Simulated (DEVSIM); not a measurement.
Device: abrupt Si p-n junction, at 300 K.

```tsv
layer (left to right)	material	thickness (μm)	Nd (cm⁻³)	Na (cm⁻³)	τn (s)	τp (s)
1	Si	0.810	-	9.6e16	0.00024	0.00024
2	Si	250	7.1e17	-	0.00024	0.00024
```

Left contact: ohmic. Right contact: ohmic. Voltage is applied to the left contact. Recombination: SRH at mid-gap, radiative, Auger. Mobility is constant in doping.

The device is made up for the run: typed textbook-type constants, with dimensions and the other settings drawn at random. Values at 300 K.

| parameter | Si |
|---|---|
| gap (eV) | 1.124 |
| affinity (eV) | 4.05 |
| permittivity | 11.7 |
| Nc (cm⁻³) | 2.86e19 |
| Nv (cm⁻³) | 3.1e19 |
| μn (cm²/Vs) | 1417 |
| μp (cm²/Vs) | 470 |
| B (cm³/s) | 4.7e-15 |
| Cn (cm⁶/s) | 2.8e-31 |
| Cp (cm⁶/s) | 9.9e-32 |

DEVSIM, 1D drift-diffusion, Boltzmann statistics, complete ionisation; no tunnelling, impact ionisation, image-force lowering or self-heating.

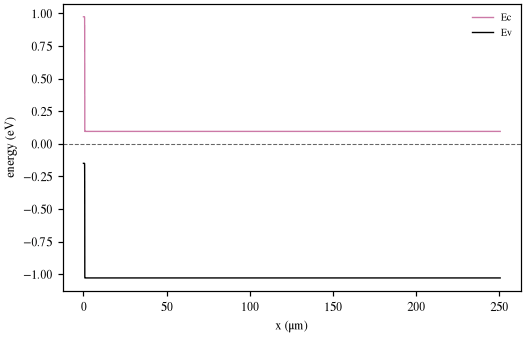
Fig. 1. Band edges at zero bias

Energies count from the Fermi level of the right contact; mesh points crowd at the junctions.

| x (μm) | Ec (eV) | Ev (eV) | n (cm⁻³) | p (cm⁻³) | field (V/cm) |
|---|---|---|---|---|---|
| 0.000 | 0.975 | -0.149 | 1200 | 9.6e16 | ≈ 0 |
| 0.04114 | 0.975 | -0.149 | 1200 | 9.6e16 | ≈ 0 |
| 0.1419 | 0.975 | -0.149 | 1200 | 9.6e16 | ≈ 0 |
| 0.4050 | 0.975 | -0.149 | 1200 | 9.6e16 | ≈ 0 |
| 0.7141 | 0.955 | -0.169 | 2600 | 4.5e16 | -13000 |
| 0.7890 | 0.492 | -0.632 | 1.5e11 | 7.6e8 | -120000 |
| 0.8193 | 0.126 | -0.998 | 2.2e17 | 540 | -53000 |
| 0.9139 | 0.096 | -1.028 | 7.1e17 | 160 | ≈ 0 |
| 1.141 | 0.096 | -1.028 | 7.1e17 | 160 | ≈ 0 |
| 1.771 | 0.096 | -1.028 | 7.1e17 | 160 | ≈ 0 |
| 3.408 | 0.096 | -1.028 | 7.1e17 | 160 | ≈ 0 |
| 10.87 | 0.096 | -1.028 | 7.1e17 | 160 | ≈ 0 |
| 28.76 | 0.096 | -1.028 | 7.1e17 | 160 | ≈ 0 |
| 78.39 | 0.096 | -1.028 | 7.1e17 | 160 | ≈ 0 |
| 197.8 | 0.096 | -1.028 | 7.1e17 | 160 | ≈ 0 |
| 230.9 | 0.096 | -1.028 | 7.1e17 | 160 | ≈ 0 |
| 243.7 | 0.096 | -1.028 | 7.1e17 | 160 | ≈ 0 |
| 248.2 | 0.096 | -1.028 | 7.1e17 | 160 | ≈ 0 |
| 250.2 | 0.096 | -1.028 | 7.1e17 | 160 | ≈ 0 |
| 250.6 | 0.096 | -1.028 | 7.1e17 | 160 | ≈ 0 |
| 250.7 | 0.096 | -1.028 | 7.1e17 | 160 | ≈ 0 |
| 250.8 | 0.096 | -1.028 | 7.1e17 | 160 | ≈ 0 |
